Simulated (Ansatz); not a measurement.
**CH3AlF2O (SMILES C[O][Al]([F])[F]) at BHLYP/6-31G(d) (spherical functions)**

What is the vertical ionisation energy of CH3AlF2O at BHLYP/6-31G* (spherical functions)? 

The results are computed with Ansatz 0.2.0.

128 further runs of the same task are left out: 128 set aside as unsound or not needed.

## (1) The system as given

CH3AlF2O has 8 atoms, charge 0, and is taken as a singlet. SMILES: `C[O][Al]([F])[F]`. The coordinates come from a PBE0-D4/def2-TZVP relaxation.

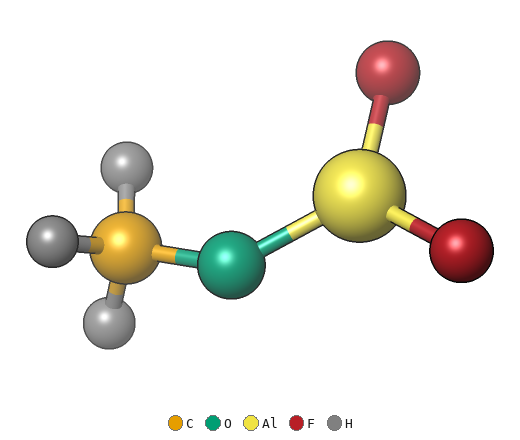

The structure, seen from a chosen angle (carbon amber, oxygen teal, aluminium yellow, fluorine red, hydrogen grey).

## (2) A single-point energy at BHLYP/6-31G(d) (spherical functions)

Contents of molecule.yaml:

```yaml
crystal:
  periodic: [false, false, false]
  atoms:
    - {symbol: C, position_ang: [-0.239000, 0.900700, 0.881500]}
    - {symbol: O, position_ang: [-0.459800, -0.316300, 0.222600]}
    - {symbol: Al, position_ang: [0.227600, -1.156300, -1.035300]}
    - {symbol: F, position_ang: [-0.392600, -2.602700, -1.474500]}
    - {symbol: F, position_ang: [1.520300, -0.581200, -1.861800]}
    - {symbol: H, position_ang: [0.609600, 1.454200, 0.465200]}
    - {symbol: H, position_ang: [-0.042800, 0.715700, 1.941600]}
    - {symbol: H, position_ang: [-1.131100, 1.528900, 0.804800]}
basis:
  gaussian:
    orbitals: 6-31G_st_-spherical.json
hamiltonian:
  xc: {name: BHLYP}
accuracy: high
output: {orbitals: {seedname: orbitals}}
```

The basis set 6-31G* is read from a file made from the Basis Set Exchange's data (not shown).

On the command line:

```sh
$ ansatz run molecule.yaml --threads 1 --pin off --max-ram 3480MiB --events-out events.jsonl --progress --plain --runs-dir runs
```

The program printed:

```text
Warning: RAYON_NUM_THREADS=1 ignored (pool sized by the plan → 1); use --threads N
Functional definition: BHLYP
  name "BHLYP"
  parameter a = 0.5
  exchange = (1 - a)*b88_x + a*exact_x
  correlation = lyp_c
1751 factors; integrals over basis functions are off by at most 8.8e-9 eV
mean field evaluation 1: about -15158.4288 eV, gradient 5.8e1 eV
mean field evaluation 2: about -15156.8781 eV, gradient 6.7e1 eV
mean field evaluation 4: about -15164.0485 eV, gradient 2.0e0 eV
mean field evaluation 8: about -15164.4825 eV, gradient 3.2e-1 eV
mean field evaluation 16: about -15164.4828 eV, gradient 1.2e-5 eV
mean field -15164.48284338 eV, -557.2844656387 hartree, gradient 7.1e-8 eV, S^2 0.000000; 0 other end points of the search recorded, 0 dependent functions left out
reference -15164.48287060 eV, -557.2844666389 hartree; 24, 24 occupied and 56, 56 virtual orbitals, 1751 factors
Total energy: -15164.48287060 eV, -557.2844666389 hartree
```

Run time: 5.7 s. Hardware: 1 thread of Intel Xeon Platinum 8488C (Sapphire Rapids), shared host; peak memory 0.27 GiB.

## (3) The doublet cation at the same level

Contents of job.yaml:

```yaml
crystal:
  periodic: [false, false, false]
  atoms:
    - {symbol: C, position_ang: [-0.239000, 0.900700, 0.881500]}
    - {symbol: O, position_ang: [-0.459800, -0.316300, 0.222600]}
    - {symbol: Al, position_ang: [0.227600, -1.156300, -1.035300]}
    - {symbol: F, position_ang: [-0.392600, -2.602700, -1.474500]}
    - {symbol: F, position_ang: [1.520300, -0.581200, -1.861800]}
    - {symbol: H, position_ang: [0.609600, 1.454200, 0.465200]}
    - {symbol: H, position_ang: [-0.042800, 0.715700, 1.941600]}
    - {symbol: H, position_ang: [-1.131100, 1.528900, 0.804800]}
basis:
  gaussian: {orbitals: 6-31G_st_-spherical.json}
total_charge: 1
magnetization: {spin_polarized: true, initial_magnetization: 1}
hamiltonian: {xc: {name: BHLYP}}
accuracy: high
output: {orbitals: {seedname: orbitals}}
```

The basis set 6-31G* is read from a file made from the Basis Set Exchange's data (not shown).

On the command line:

```sh
$ ansatz run job.yaml --threads 1 --pin off --max-ram 3480MiB --events-out events.jsonl --progress --plain --runs-dir runs
```

The program printed:

```text
Warning: RAYON_NUM_THREADS=1 ignored (pool sized by the plan → 1); use --threads N
[... 5 set-up lines as earlier in the session ...]
1749 factors; integrals over basis functions are off by at most 8.8e-9 eV
mean field evaluation 1: about -15141.5641 eV, gradient 5.8e1 eV
mean field evaluation 2: about -15136.2367 eV, gradient 7.4e1 eV
mean field evaluation 4: about -15153.1851 eV, gradient 2.7e0 eV
mean field evaluation 8: about -15153.3324 eV, gradient 2.1e-1 eV
mean field evaluation 16: about -15153.3331 eV, gradient 1.7e-3 eV
mean field evaluation 32: about -15153.3331 eV, gradient 1.2e-6 eV
mean field -15153.33307734 eV, -556.8747192943 hartree, gradient 8.3e-8 eV, S^2 0.756358; 2 other end points of the search recorded, 0 dependent functions left out
reference -15153.33310511 eV, -556.8747203147 hartree; 24, 23 occupied and 56, 57 virtual orbitals, 1749 factors
Total energy: -15153.33310511 eV, -556.8747203147 hartree
```

Wall time 18 s (1 thread of Intel Xeon Platinum 8488C (Sapphire Rapids), shared host); peak memory 0.41 GiB.

## (4) Summary of results

At BHLYP/6-31G* (spherical functions):

```
                                          quantity          value
                    singlet CH3AlF2O: total energy  -557.28447 Eh
                     singlet CH3AlF2O: HOMO energy      -10.03 eV
                     singlet CH3AlF2O: LUMO energy        0.03 eV
                   singlet CH3AlF2O: HOMO–LUMO gap       10.06 eV
                      doublet cation: total energy  -556.87472 Eh
doublet cation: HOMO energy (highest over α and β)      -18.10 eV
 doublet cation: LUMO energy (lowest over α and β)      -12.35 eV
                              doublet cation: ⟨S²⟩          0.756
vertical ionisation energy (to the doublet cation)      11.150 eV
```

What this shows: The vertical ionisation energy comes to 11.15 eV (257 kcal/mol). −ε(HOMO) before ionisation, 10.03 eV, is 1.12 eV below this ionisation energy.
